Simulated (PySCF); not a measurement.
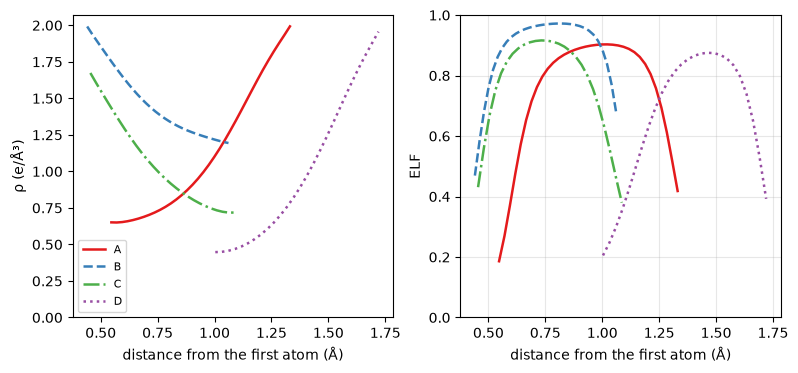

Figure 1: C2H8BCl2Ga. Total electron density and electron localisation function along straight lines between neighbouring atoms. The curves leave out the atomic cores.

Geometry: GFN2-xTB.

Level of theory: PySCF, PBE0/def2-SVPD, SCF density, gas phase.

```tsv
atom	x (Å)	y (Å)	z (Å)
C	-2.1578	-0.5340	-0.2032
B	-1.4953	-0.0796	1.1827
Cl	-0.0436	-1.2360	1.6049
Ga	1.4340	0.4639	1.1734
C	2.3727	0.2479	-0.6023
Cl	-0.5668	1.5622	0.9409
H	-1.4347	-0.5832	-1.0176
H	-2.6156	-1.5172	-0.1149
H	-2.9436	0.1535	-0.5095
H	-2.2003	0.0099	2.1223
H	2.0244	0.8996	2.5535
H	2.7768	1.1948	-0.9679
H	1.6522	-0.1148	-1.3431
H	3.1969	-0.4674	-0.5612
```

Which curve belongs to which contact (B–Cl, C–B, C–Ga and Ga–Cl)? The first atom named is at distance zero.

Answer. Curve A: B–Cl (1.90 Å): the density is about 0.99 e/Å³ at the midpoint, with its minimum of 0.65 e/Å³ about 0.6 Å from B; the ELF peaks at about 0.90 between the atoms, as expected for a polar covalent bond. Curve B: C–B (1.60 Å): ρ at the midpoint is about 1.3 e/Å³; the ELF peaks at about 1 between the atoms, as expected for a shared electron pair. Curve C: C–Ga (2.02 Å): the density is about 0.73 e/Å³ at the midpoint; the ELF peaks at about 0.90 in the valence shell of C, 0.7 Å from its nucleus, and is about 0.65 at the midpoint. Curve D: Ga–Cl (2.29 Å): the density is about 0.51 e/Å³ at the midpoint; the ELF peaks at about 0.90 in the valence shell of Cl, 0.8 Å from its nucleus, and is about 0.50 at the midpoint.
